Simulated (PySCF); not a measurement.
SMILES C=C[SiH2]C(=O)O (C3H6O2Si) at its GFN2-xTB optimised geometry (Å):

```
12

C      0.7214     1.5222    -0.9035
C      1.4688     0.4655    -0.6131
Si     0.8173    -1.1872     0.0000
C     -1.1031    -1.1872     0.0000
O     -1.8470    -0.2382     0.0000
O     -1.5709    -2.4427     0.0212
H     -0.3510     1.4977    -0.8031
H      1.1461     2.4532    -1.2486
H      2.5447     0.5462    -0.7269
H      1.2267    -1.4446     1.3863
H      1.2235    -2.2965    -0.8675
H     -2.5447    -2.4532     0.0388
```

Level of theory: CAM-B3LYP/def2-TZVP (PySCF 2.14.0). Cells within 0.4 Å of a nucleus heavier than hydrogen are left out (blank, or x).

Map of the HOMO amplitude (bohr^(-3/2)), clipped to [-0.25, 0.25] on the plane z = 0.0 Å; orbital energy -9.24 eV, overall sign arbitrary:

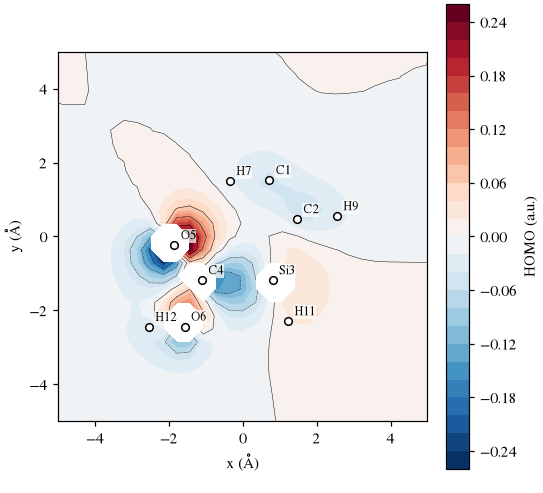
*HOMO amplitude (bohr^(-3/2)), clipped to [-0.25, 0.25] on the plane z = 0.0 Å.*
